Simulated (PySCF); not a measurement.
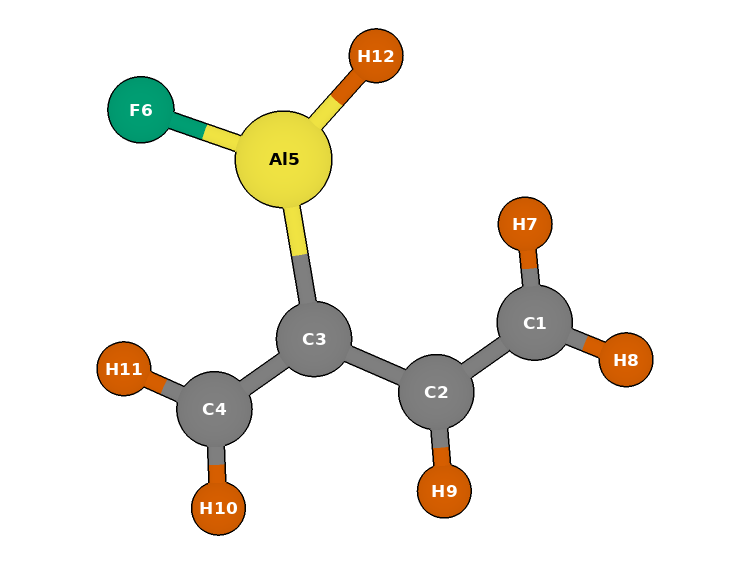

The geometry was computed by an optimisation with GFN2-xTB. No frequency run is at hand to confirm it as a minimum. Method: delta-SCF UKS SCAN, pcX-2 on the ionised atom, pcseg-1 elsewhere, spin-free X2C (PySCF 2.14.0).

Give the core-electron binding energies (to vacuum; p and d levels without spin–orbit splitting) of C1 1s, C2 1s, C3 1s, C4 1s, Al5 1s, Al5 2p, F6 1s.

| atom | level | binding energy (eV) |
| --- | --- | --- |
| C1 | 1s | 290.0 |
| C2 | 1s | 290.7 |
| C3 | 1s | 290.1 |
| C4 | 1s | 290.1 |
| Al5 | 1s | 1567.6 |
| Al5 | 2p | 81.1 |
| F6 | 1s | 691.5 |

The geometry is semi-empirical. Around Al such bond lengths and angles can be off by a tenth of an ångström or more and by several degrees, and values that hang on the shape move with them.
